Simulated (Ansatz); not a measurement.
```yaml
atoms:
  - { symbol: S, position_ang: [-0.7119, 1.2477, -0.7137] }
  - { symbol: Ga, position_ang: [-0.7442, -0.9302, -0.2182] }
  - { symbol: Br, position_ang: [1.0446, -1.7798, 0.9948] }
  - { symbol: H, position_ang: [0.4670, 1.4021, -0.0831] }
```

Geometry: PBE0-D4/def2-TZVP.

These are results of UKS PBE0-D4/def2-TZVPP (Ansatz), not measurements.

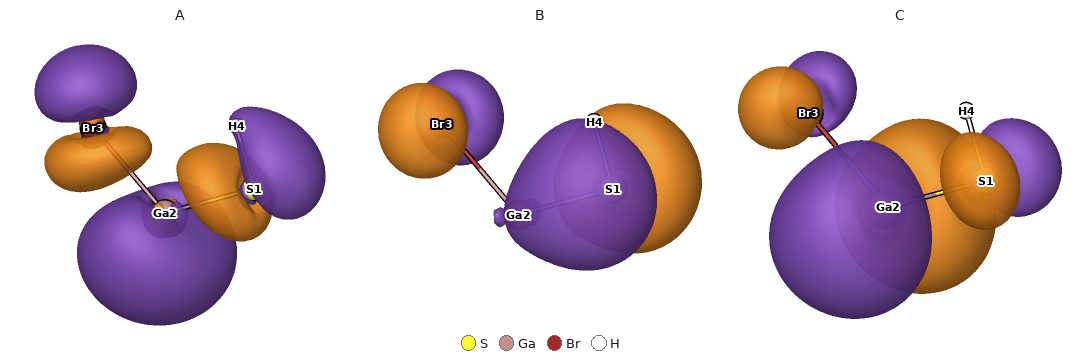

BrGaHS (SMILES [SH][Ga][Br]) (doublet). Three frontier orbitals at ±0.08 Å⁻³ᐟ² (orange and purple are the two phases), in no order.

### Which picture is the HOMO−1, the HOMO and the LUMO? All are α orbitals.

B is the HOMO−1 (α) (−7.99 eV). By Hirshfeld shares it lies mainly on S1 (about 75 %), Br3 (about 10 %) and Ga2 (about 10 %); it changes sign across the molecular plane (π type); π-antibonding (a node) across Ga2–Br3. A is the HOMO (α) (−6.61 eV). Its weight (Hirshfeld) is mainly on Ga2 (about 60 %), Br3 (about 20 %) and S1 (about 20 %); it is symmetric in the molecular plane (an in-plane orbital: σ, lone-pair or in-plane π type). C is the LUMO (α) (−1.81 eV). By Hirshfeld shares it lies mainly on Ga2 (about 75 %), S1 (about 10 %) and Br3 (about 10 %); it changes sign across the molecular plane (π type).

### What is the gap between the highest occupied and lowest empty α orbitals?

4.80 eV between the orbital energies.
